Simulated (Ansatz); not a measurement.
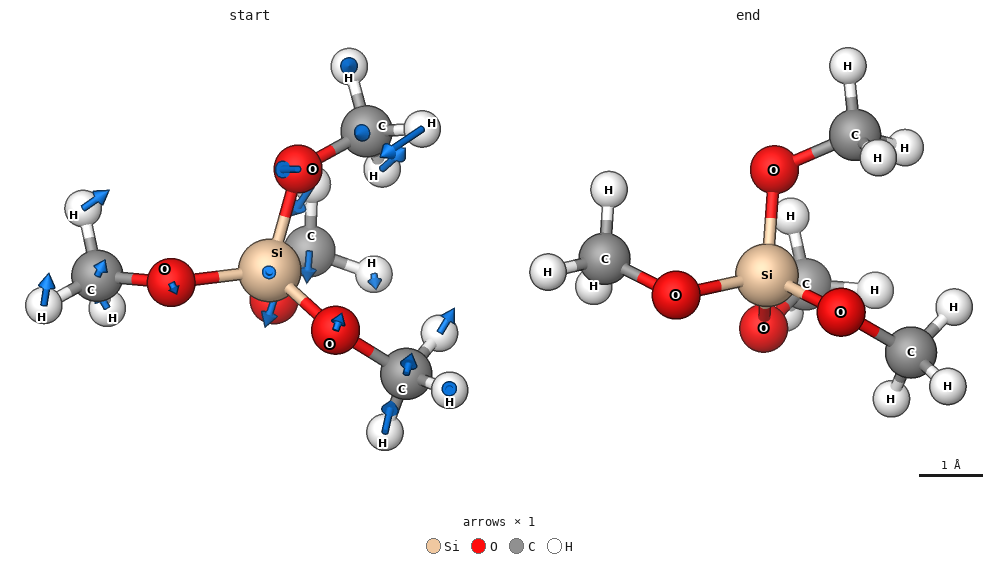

The structure of C4H12O4Si before (left) and after (right) a relaxation, at one scale. The blue arrows give the displacements, at their true length.

A ball-and-stick model, seen from a free direction.

The run prepares the start of a later molecular dynamics calculation, from a guessed geometry.

Level of theory: Ansatz 0.2.0, RKS PBE0/STO-3G.

Input
```yaml
crystal:
  periodic: [false, false, false]
  atoms:
    - { symbol: Si, position_ang: [0.0, 0.0, 0.0] }
    - { symbol: O, position_ang: [0.0, 0.0, 1.68] }
    - { symbol: C, position_ang: [-1.1112, -0.3437, 2.4945] }
    - { symbol: H, position_ang: [-1.814, -0.9775, 1.9143] }
    - { symbol: H, position_ang: [-0.7584, -0.9037, 3.3856] }
    - { symbol: H, position_ang: [-1.6313, 0.5809, 2.8212] }
    - { symbol: O, position_ang: [1.5842, 0.0, -0.5594] }
    - { symbol: C, position_ang: [2.3503, -1.1632, -0.836] }
    - { symbol: H, position_ang: [1.7187, -1.9052, -1.3675] }
    - { symbol: H, position_ang: [3.2179, -0.8926, -1.4733] }
    - { symbol: H, position_ang: [2.7141, -1.6023, 0.1163] }
    - { symbol: O, position_ang: [-0.7913, 1.3709, -0.5594] }
    - { symbol: C, position_ang: [-2.1512, 1.4177, -0.9653] }
    - { symbol: H, position_ang: [-2.7687, 0.8215, -0.2614] }
    - { symbol: H, position_ang: [-2.5023, 2.4707, -0.9639] }
    - { symbol: H, position_ang: [-2.2473, 0.9975, -1.9882] }
    - { symbol: O, position_ang: [-0.7913, -1.3709, -0.5594] }
    - { symbol: C, position_ang: [-1.5365, -2.2685, 0.2501] }
    - { symbol: H, position_ang: [-1.2251, -2.1576, 1.3097] }
    - { symbol: H, position_ang: [-2.6187, -2.04, 0.1571] }
    - { symbol: H, position_ang: [-1.349, -3.3106, -0.083] }
basis:
  gaussian: { orbitals: STO-3G }
hamiltonian:
  xc: pbe0
relax:
  f_tol: 0.02
  max_steps: 40
```

Command:
```bash
ansatz run input.yaml --threads 1 --pin off --max-ram 2048MiB --backend cpu --events-out ev --progress --plain --runs-dir out
```

Question: What changed between the two?

Answer: H6 moves most after the best rigid fit: 1.08 Å. By element the largest moves are H 1.08 Å, O 0.76 Å, C 0.55 Å, Si 0.27 Å. Among the contacts that change: O12–C13 1.420 → 1.449 Å, Si1–O2 1.680 → 1.707 Å, Si1–O12 1.679 → 1.700 Å, Si1–O7 1.680 → 1.695 Å. Bond angles that change, for instance: Si1–O7–C8 125.0° → 111.2°, Si1–O17–C18 125.0° → 113.3°, O7–Si1–O12 109.5° → 102.6°. Groups turn about Si1–O2 by about 65°, O2–C3 by about 55°, Si1–O7 by about 35°. After 17 accepted moves (18 points after the start) the energy has fallen by 32.1 kcal/mol. Largest force component: 2.4 eV/Å at the start, 0.0073 eV/Å at the end. The line search rejected the trial step at point 7 of the run. The run took 2.3 min on 1 thread of Arm Neoverse V2, on a shared host, peak memory 0.19 GiB.

Limits of the set-up: STO-3G is a minimal basis, so the numbers are rough.
